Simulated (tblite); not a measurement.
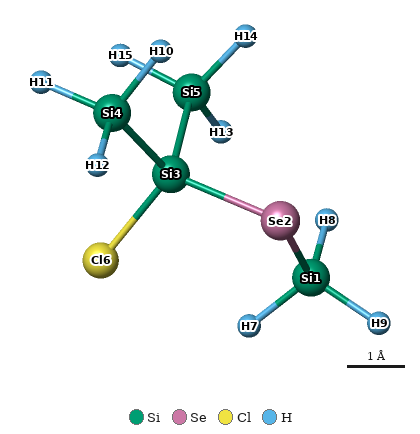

*The starting structure (ball-and-stick view, seen at a tilt; atoms are numbered from 1 in the order of the input).*

**Si4H9SeCl: geometry relaxation**

System: Si4H9SeCl, SMILES [SiH3][Se][Si]([SiH3])([SiH3])Cl.
Method: GFN2-xTB geometry optimisation, gas phase (tblite 0.8.0).

It belongs to a series of runs on one base structure; here: H on Si replaced by Cl.

What the program printed:
```
step      E/eV     max force
  0    -525.16932    1.753
  1    -525.26607    0.915
  2    -525.33304    0.525
  3    -525.35619    0.541
  4    -525.40089    0.475
  5    -525.42752    0.404
  6    -525.44706    0.503
  7    -525.46639    0.480
  8    -525.48812    0.371
  9    -525.50640    0.316
 10    -525.51848    0.211
 11    -525.52564    0.182
 12    -525.53091    0.213
 13    -525.53667    0.252
 14    -525.54238    0.223
 15    -525.54628    0.136
 16    -525.54907    0.171
 17    -525.55174    0.163
 18    -525.55388    0.113
 19    -525.55535    0.119
 20    -525.55662    0.129
 21    -525.55818    0.117
 22    -525.56041    0.179
 23    -525.56337    0.213
 24    -525.56659    0.181
 25    -525.56941    0.122
 26    -525.57172    0.122
 27    -525.57375    0.154
 28    -525.57559    0.169
 29    -525.57764    0.152
 30    -525.58026    0.130
 31    -525.58301    0.126
 32    -525.58493    0.113
 33    -525.58590    0.071
 34    -525.58640    0.062
 35    -525.58684    0.056
 36    -525.58733    0.079
 37    -525.58790    0.094
 38    -525.58866    0.085
 39    -525.58959    0.096
 40    -525.59040    0.083
 41    -525.59089    0.044
 42    -525.59116    0.040
 43    -525.59142    0.053
 44    -525.59190    0.064
 45    -525.59273    0.065
 46    -525.59380    0.068
 47    -525.59467    0.053
 48    -525.59518    0.040
 49    -525.59552    0.050
 50    -525.59593    0.050
 51    -525.59646    0.059
 52    -525.59701    0.072
 53    -525.59745    0.066
 54    -525.59776    0.043
 55    -525.59800    0.037
 56    -525.59815    0.035
 57    -525.59826    0.033
 58    -525.59838    0.038
 59    -525.59857    0.039
 60    -525.59886    0.034
 61    -525.59915    0.035
 62    -525.59931    0.021
 63    -525.59936    0.013
 64    -525.59938    0.013
 65    -525.59941    0.017
 66    -525.59947    0.027
 67    -525.59954    0.029
 68    -525.59959    0.017
 69    -525.59962    0.011
 70    -525.59964    0.012
 71    -525.59967    0.021
 72    -525.59974    0.038
 73    -525.59989    0.056
 74    -525.60012    0.061
 75    -525.60033    0.041
 76    -525.60044    0.016
 77    -525.60047    0.015
 78    -525.60049    0.016
 79    -525.60054    0.023
 80    -525.60061    0.026
 81    -525.60069    0.021
 82    -525.60075    0.014
 83    -525.60078    0.011
 84    -525.60080    0.013
 85    -525.60083    0.017
 86    -525.60087    0.023
 87    -525.60093    0.022
 88    -525.60096    0.012
 89    -525.60097    0.005
```

Trajectory as extended XYZ (Å, eV, eV/Å), 7 of the 90 frames kept, from step=0 to step=89:
```
15
Properties=species:S:1:pos:R:3:forces:R:3 step=0 energy=-525.16932
Si    2.7463    0.4281    0.7385    0.5280   0.3650   0.0590
Se    1.1569   -1.1075    1.3231    0.6810  -0.0380   0.3260
Si   -0.2452   -0.5084   -0.3546    0.7510  -0.2300  -1.0410
Si   -2.0485   -1.8223   -0.2955   -0.9990  -1.4070   0.3090
Si   -0.9414    1.6055   -0.1014   -0.2210   1.4470  -0.1810
Cl    0.6717   -0.7363   -2.2226   -0.0550   0.0220   0.3540
H     3.0951    0.2779   -0.6817   -0.1250  -0.0440   0.2190
H     2.2302    1.7912    0.9845    0.0170  -0.3210  -0.0180
H     3.9458    0.2258    1.5611   -0.2710  -0.1250  -0.0580
H    -2.7208   -1.6715    1.0170    0.0700  -0.0650  -0.3530
H    -2.9747   -1.4552   -1.3685   -0.0080  -0.0490   0.0840
H    -1.6309   -3.2312   -0.4574   -0.2990   0.1560   0.0220
H     0.1807    2.5284   -0.3127   -0.1900   0.1830   0.0240
H    -1.4762    1.7840    1.2442   -0.0520   0.1010   0.0200
H    -1.9935    1.8996   -1.0960    0.1730   0.0040   0.2340
15
Properties=species:S:1:pos:R:3:forces:R:3 step=15 energy=-525.54628
Si    2.8565    0.4536    0.7624    0.0580   0.0450  -0.0300
Se    1.2793   -1.0825    1.2522   -0.1010  -0.0740   0.0310
Si   -0.2984   -0.5046   -0.4314   -0.0220   0.0740   0.1120
Si   -2.0869   -2.0038   -0.2874   -0.0840  -0.0740   0.0220
Si   -0.9109    1.7476   -0.1321   -0.0470   0.0870  -0.0210
Cl    0.7208   -0.7531   -2.1892    0.0120  -0.0010  -0.1140
H     3.1596    0.3042   -0.6523    0.0840   0.0200  -0.0510
H     2.2746    1.7653    1.0188    0.0050   0.0650   0.0340
H     3.9909    0.1703    1.6175    0.0420  -0.0530   0.0500
H    -2.7771   -1.7940    0.9820    0.0110  -0.0230   0.0690
H    -3.0244   -1.5939   -1.3325   -0.0350  -0.0070  -0.0840
H    -1.8417   -3.4348   -0.4533    0.0540  -0.0110   0.0010
H     0.1022    2.7932   -0.3154    0.0080  -0.0570  -0.0260
H    -1.4556    1.9102    1.2150    0.0110   0.0040   0.0320
H    -1.9933    2.0304   -1.0761    0.0040   0.0050  -0.0250
15
Properties=species:S:1:pos:R:3:forces:R:3 step=30 energy=-525.58026
Si    2.9283    0.4561    0.7773   -0.0620  -0.0550   0.0210
Se    1.2494   -1.0177    1.1979   -0.0320   0.0100  -0.0500
Si   -0.4124   -0.4555   -0.4217    0.0780  -0.0910   0.0410
Si   -2.1271   -2.0624   -0.2779    0.1270   0.0100   0.0250
Si   -0.9556    1.8087   -0.1529    0.0300  -0.0440  -0.0460
Cl    0.5727   -0.6877   -2.2127   -0.0020   0.0160  -0.0580
H     3.3321    0.3650   -0.6211   -0.0360  -0.0210   0.0170
H     2.3918    1.7807    1.0784    0.0430   0.0150   0.0030
H     3.9844    0.0363    1.6831   -0.0020   0.0180   0.0000
H    -2.7987   -1.9155    1.0091   -0.0460  -0.0060   0.0420
H    -3.0732   -1.7267   -1.3403   -0.0760   0.0080  -0.0420
H    -1.7543   -3.4645   -0.4504    0.0400  -0.0220   0.0010
H     0.1293    2.7563   -0.3969    0.0680   0.0630  -0.0120
H    -1.4468    2.0170    1.2022   -0.0460   0.0570   0.1040
H    -2.0244    2.1177   -1.0960   -0.0830   0.0420  -0.0470
15
Properties=species:S:1:pos:R:3:forces:R:3 step=44 energy=-525.59190
Si    2.9248    0.4359    0.7999    0.0050  -0.0150   0.0010
Se    1.2202   -1.0182    1.1696   -0.0050   0.0240   0.0190
Si   -0.4348   -0.4369   -0.4384    0.0190   0.0040   0.0020
Si   -2.1075   -2.0803   -0.2689   -0.0320  -0.0130  -0.0220
Si   -0.9672    1.8354   -0.1677   -0.0020   0.0590   0.0240
Cl    0.5117   -0.6397   -2.2601   -0.0050   0.0110   0.0140
H     3.3131    0.3269   -0.6016   -0.0030   0.0070   0.0210
H     2.4560    1.7855    1.1102   -0.0150  -0.0390  -0.0110
H     3.9713   -0.0029    1.7111   -0.0330  -0.0080  -0.0340
H    -2.7927   -1.9692    1.0192    0.0200   0.0050  -0.0120
H    -3.0873   -1.7863   -1.3234    0.0310  -0.0280   0.0380
H    -1.6632   -3.4638   -0.4380    0.0080   0.0040  -0.0050
H     0.1429    2.7575   -0.4291   -0.0050   0.0030  -0.0100
H    -1.4433    2.0968    1.1923    0.0130  -0.0150  -0.0250
H    -2.0484    2.1673   -1.0969    0.0050   0.0010  -0.0010
15
Properties=species:S:1:pos:R:3:forces:R:3 step=59 energy=-525.59857
Si    2.8986    0.3899    0.8101   -0.0170  -0.0100  -0.0110
Se    1.1456   -0.9961    1.1887    0.0020   0.0100  -0.0130
Si   -0.4793   -0.3882   -0.4448    0.0080   0.0320   0.0210
Si   -2.0729   -2.1085   -0.2647   -0.0010   0.0180   0.0130
Si   -0.9694    1.8999   -0.1862   -0.0170  -0.0080  -0.0060
Cl    0.4695   -0.5643   -2.2679    0.0300  -0.0100  -0.0010
H     3.2801    0.2815   -0.5919   -0.0080  -0.0020  -0.0070
H     2.4620    1.7460    1.1290    0.0020   0.0080   0.0010
H     3.9337   -0.0956    1.7062    0.0020  -0.0040   0.0060
H    -2.7288   -2.0205    1.0396   -0.0050  -0.0090  -0.0050
H    -3.0848   -1.8946   -1.3024   -0.0130  -0.0030  -0.0070
H    -1.5322   -3.4565   -0.4320    0.0060  -0.0230  -0.0030
H     0.1484    2.8010   -0.4828    0.0130  -0.0020  -0.0040
H    -1.4138    2.1759    1.1791   -0.0020   0.0050   0.0130
H    -2.0608    2.2382   -1.1018    0.0000  -0.0010   0.0050
15
Properties=species:S:1:pos:R:3:forces:R:3 step=74 energy=-525.60012
Si    2.8846    0.3826    0.8019   -0.0040   0.0020  -0.0050
Se    1.1178   -0.9713    1.2252    0.0010   0.0030   0.0050
Si   -0.4824   -0.3762   -0.4332   -0.0070  -0.0240  -0.0150
Si   -2.0661   -2.1124   -0.2720   -0.0100   0.0590  -0.0110
Si   -0.9746    1.9105   -0.1847   -0.0160   0.0130   0.0200
Cl    0.5175   -0.5612   -2.2320   -0.0090  -0.0030   0.0140
H     3.2334    0.2543   -0.6075   -0.0030   0.0030   0.0110
H     2.4734    1.7481    1.1185    0.0110  -0.0050  -0.0060
H     3.9294   -0.1110    1.6829   -0.0010   0.0000  -0.0030
H    -2.7238   -2.0390    1.0319   -0.0070  -0.0070  -0.0010
H    -3.0836   -1.9087   -1.3092    0.0210  -0.0010   0.0150
H    -1.5056   -3.4504   -0.4444    0.0100  -0.0450  -0.0080
H     0.1538    2.7940   -0.4961   -0.0060   0.0090  -0.0030
H    -1.4037    2.1957    1.1855    0.0080   0.0000  -0.0180
H    -2.0744    2.2528   -1.0891    0.0120  -0.0040   0.0050
15
Properties=species:S:1:pos:R:3:forces:R:3 step=89 energy=-525.60097
Si    2.8840    0.3813    0.7994    0.0040  -0.0010   0.0020
Se    1.0985   -0.9326    1.2670    0.0000  -0.0030   0.0000
Si   -0.4906   -0.3718   -0.4144   -0.0010   0.0020   0.0010
Si   -2.0605   -2.1201   -0.2776    0.0010  -0.0010   0.0020
Si   -0.9803    1.9194   -0.1815    0.0000   0.0010  -0.0010
Cl    0.5234   -0.5687   -2.2035    0.0020  -0.0010   0.0010
H     3.2033    0.2338   -0.6145    0.0010  -0.0010   0.0040
H     2.5145    1.7598    1.1090    0.0000  -0.0030  -0.0010
H     3.9320   -0.1293    1.6666    0.0040   0.0010  -0.0030
H    -2.7353   -2.0736    1.0187   -0.0020   0.0010   0.0000
H    -3.0644   -1.9055   -1.3240   -0.0010   0.0000  -0.0010
H    -1.4964   -3.4579   -0.4641    0.0010   0.0050  -0.0020
H     0.1457    2.7988   -0.5138   -0.0030   0.0020  -0.0020
H    -1.3915    2.2189    1.1899   -0.0030   0.0010   0.0010
H    -2.0867    2.2553   -1.0791   -0.0030  -0.0020  -0.0010
```

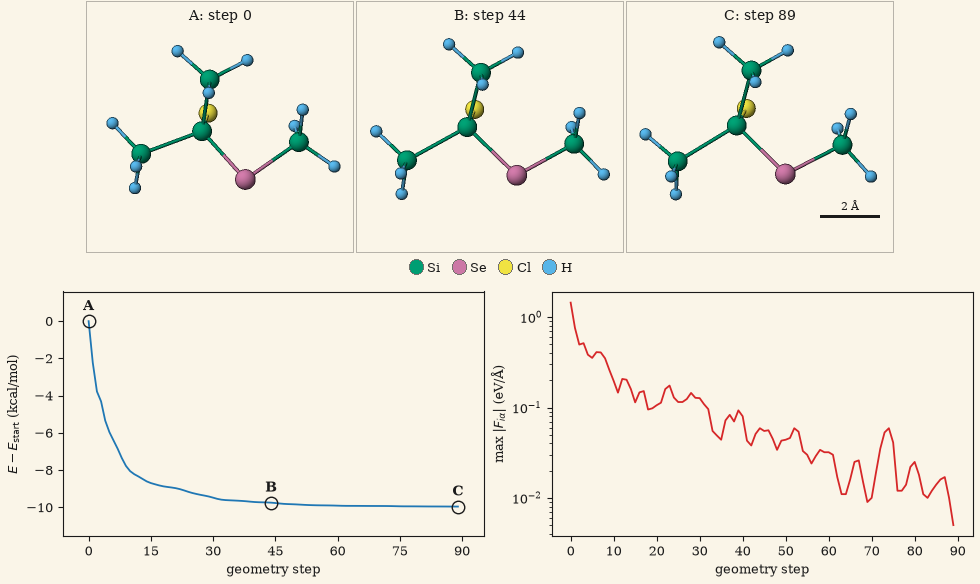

*Frames of the relaxation (ball-and-stick view, seen at a tilt) above the curves, on which the letters mark them (steps are counted from 0).*

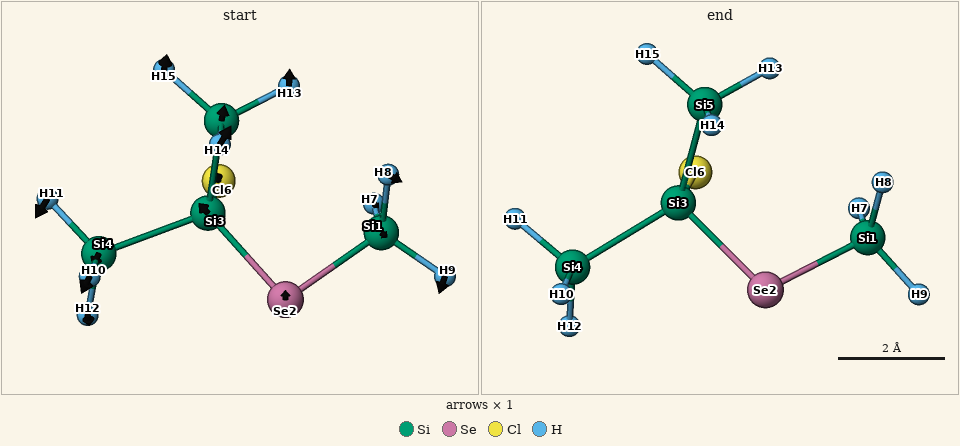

*Before (left) and after (right) the relaxation, at one scale (ball-and-stick view, seen at a tilt). The black arrows give the displacements, at true length.*

The largest move after the best rigid fit is that of H11, 0.46 Å. By element the largest moves are H 0.46 Å, Si 0.32 Å, Cl 0.23 Å, Se 0.19 Å. Among the contacts that change: Si3–Si4 2.232 → 2.354 Å, Si3–Si5 2.240 → 2.354 Å, Se2–Si3 2.267 → 2.381 Å, Si3–Cl6 2.093 → 2.066 Å. Among the angles that change: Si4–Si3–Si5 107.5° → 125.3°, Si1–Se2–Si3 93.6° → 104.1°, Se2–Si3–Cl6 111.1° → 105.2°. After 89 geometry steps the energy has fallen by 9.95 kcal/mol. Largest force component: 1.4 eV/Å at the start, 0.005 eV/Å at the end. (Atoms are counted from 1 in the order of the input.)

This output came from the following input.

Input file:
```
{"job": {"kind": "relax", "xc": "GFN2-xTB", "basis": "xTB"}, "charge": 0, "multiplicity": 1}
Si     2.746300     0.428100     0.738500
Se     1.156900    -1.107500     1.323100
Si    -0.245200    -0.508400    -0.354600
Si    -2.048500    -1.822300    -0.295500
Si    -0.941400     1.605500    -0.101400
Cl     0.671700    -0.736300    -2.222600
H      3.095100     0.277900    -0.681700
H      2.230200     1.791200     0.984500
H      3.945800     0.225800     1.561100
H     -2.720800    -1.671500     1.017000
H     -2.974700    -1.455200    -1.368500
H     -1.630900    -3.231200    -0.457400
H      0.180700     2.528400    -0.312700
H     -1.476200     1.784000     1.244200
H     -1.993500     1.899600    -1.096000
```

The first line tells a small driver script what to run in tblite; the rest is the geometry in Å.

Run as:
```bash
OMP_NUM_THREADS=1 python <driver script> task.json out
```

Key numbers:

| quantity | value |
| --- | --- |
| outcome | converged |
| total energy | −525.6010 eV |
| hardware | 1 CPU thread, shared host |
| wall time | 1.8 s |
| peak memory | 0.18 GiB |
